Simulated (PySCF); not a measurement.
# C3H6BClO2: electronic excitations

Wanted: the electronic excitations of C3H6BClO2 (`CB(Cl)OCC=O`), by calculation.

Programs: PySCF 2.14.0, with density-fitted response routines of our own. Each step states its level of theory. These are calculated values for one molecule in the gas phase, unless marked as measured. Atoms are numbered from 0 throughout.

### 1 The molecule as given

13 atoms, charge 0, multiplicity 1; geometry from: GFN2-xTB.

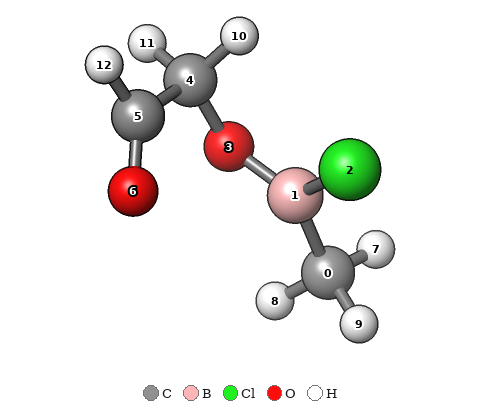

As it starts; carbon grey, boron pink, chlorine green, oxygen red, hydrogen white, atoms numbered.

### 2 TDDFT and polarisability: wB97X-D/def2-SVPD

Job settings and geometry (Å):

```
{"job": {"kind": "uv", "xc": "wB97X-D", "basis": "def2-SVPD", "nstates": 8, "ntriplets": 3}, "charge": 0, "multiplicity": 1}
C     -2.279178    -0.586961    -0.368642
B     -0.898723     0.186576    -0.345102
Cl    -0.662530     1.613287    -1.339538
O      0.057582    -0.203501     0.497134
C      1.348853     0.342372     0.549302
C      2.174138    -0.056960    -0.655160
O      1.771377    -0.701490    -1.575152
H     -2.957651    -0.172016     0.374662
H     -2.144671    -1.636945    -0.126891
H     -2.779404    -0.515256    -1.330135
H      1.318383     1.440841     0.582785
H      1.833694    -0.028841     1.458772
H      3.213742     0.319381    -0.601010
```

With the program's defaults for keys left out, this is: TDDFT wB97X-D/def2-SVPD, vertical, gas phase, core orbitals frozen in the response.

Started as:

```sh
$ OMP_NUM_THREADS=1 python probes_run.py task.json out
```

This one command runs all jobs of the session in turn.

The log of the run:

```text
coarse grid: 11864 points
cycle   1  E = -752.7720538053  dE =  1.151e+00  |g| = 9.731e-01  |ddm| = 4.656e+00
cycle   2  E = -752.5738808367  dE =  1.982e-01  |g| = 1.474e+00  |ddm| = 2.411e+00
cycle   3  E = -752.9713798669  dE = -3.975e-01  |g| = 1.111e-01  |ddm| = 1.427e+00
cycle   4  E = -752.9734434595  dE = -2.064e-03  |g| = 6.321e-02  |ddm| = 1.841e-01
cycle   5  E = -752.9741656800  dE = -7.222e-04  |g| = 1.568e-02  |ddm| = 7.613e-02
cycle   6  E = -752.9742214224  dE = -5.574e-05  |g| = 4.530e-03  |ddm| = 2.519e-02
cycle   7  E = -752.9742280585  dE = -6.636e-06  |g| = 1.021e-03  |ddm| = 1.224e-02
final grid: 111232 points
cycle   8  E = -753.0789622649  dE = -9.161e-05  |g| = 4.765e-03  |ddm| = 1.341e-01
cycle   9  E = -753.0789654325  dE = -3.168e-06  |g| = 3.642e-03  |ddm| = 1.921e-02
cycle  10  E = -753.0789680470  dE = -2.615e-06  |g| = 1.170e-03  |ddm| = 5.195e-03
cycle  11  E = -753.0789682801  dE = -2.330e-07  |g| = 4.270e-04  |ddm| = 1.829e-03
cycle  12  E = -753.0789683284  dE = -4.827e-08  |g| = 6.735e-05  |ddm| = 8.421e-04
cycle  13  E = -753.0789683300  dE = -1.628e-09  |g| = 2.923e-05  |ddm| = 2.109e-04
cycle  14  E = -753.0789683303  dE = -2.810e-10  |g| = 1.255e-05  |ddm| = 9.090e-05
converged SCF energy = -753.0789683303

Static polarisability (au): isotropic 68.588, principal 61.437 65.954 78.372

Singlet excitations
state   eV       nm        f      main configurations
  1   4.4791    276.8   0.00011   H->L 0.96
  2   7.4676    166.0   0.00417   H-1->L+2 0.74, H-1->L+1 0.10, H-1->L+3 0.09
  3   7.5660    163.9   0.00506   H-1->L 0.60, H-2->L 0.24, H-4->L 0.10
  4   7.6075    163.0   0.08680   H->L+2 0.48, H->L+1 0.39
  5   7.7121    160.8   0.00592   H-2->L 0.46, H-1->L 0.33, H-4->L 0.08
  6   7.8511    157.9   0.00465   H-3->L 0.41, H->L+2 0.17, H->L+1 0.12
  7   7.9503    155.9   0.03584   H-3->L 0.35, H->L+2 0.14, H->L+1 0.14
  8   8.1102    152.9   0.03970   H-2->L+2 0.34, H-3->L+2 0.33, H->L+2 0.08

Triplet excitations (Tamm-Dancoff, eV): 3.9217 6.2086 7.0873
```

Wall time 97 s (1 thread of Intel Xeon at 2.50GHz, shared host); peak memory 0.84 GiB.

Frontier orbitals and where they lie:

```
orbital      eV                       atoms
 HOMO−3  -11.44   Cl2 38 %, O3 28 %, B1 9 %
 HOMO−2  -11.28   Cl2 60 %, O3 22 %, B1 8 %
 HOMO−1  -10.73  Cl2 62 %, C0 16 %, B1 10 %
   HOMO   -9.91   O6 54 %, C5 16 %, C4 11 %
   LUMO    0.76    C5 42 %, O6 35 %, C4 9 %
 LUMO+1    1.72   B1 40 %, Cl2 14 %, O3 9 %
 LUMO+2    1.99  B1 39 %, Cl2 18 %, O3 13 %
```

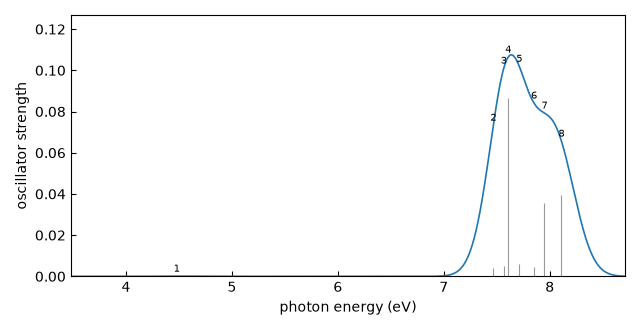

Absorption spectrum from the 8 singlet states computed; above the last one it falls off for lack of states. Lines are broadened to a width of 0.40 eV (Gaussian).

Ground-state properties from the same run:

```
           property  computed
  dipole moment (D)      3.06
polarisability (Å³)     10.16
 HOMO–LUMO gap (eV)     10.67
      −ε(HOMO) (eV)      9.91
```

### 3 What came out

| quantity | value |
| --- | --- |
| lowest singlet (wB97X-D/def2-SVPD) | 4.48 eV (277 nm), f = 0.000 |
| brightest single state of those computed | state 4, 7.61 eV, f = 0.087 |
| lowest triplet | 3.92 eV |

In words: The first singlet state (HOMO→LUMO 0.96) lies at 4.48 eV and is dark; of the 8 states computed, the strongest absorption comes from state 4 at 7.61 eV (the last state computed is bright too, and its partners may lie past the list). The lowest triplet lies 0.56 eV below the lowest singlet (triplets in Tamm-Dancoff, singlets in full TDDFT).
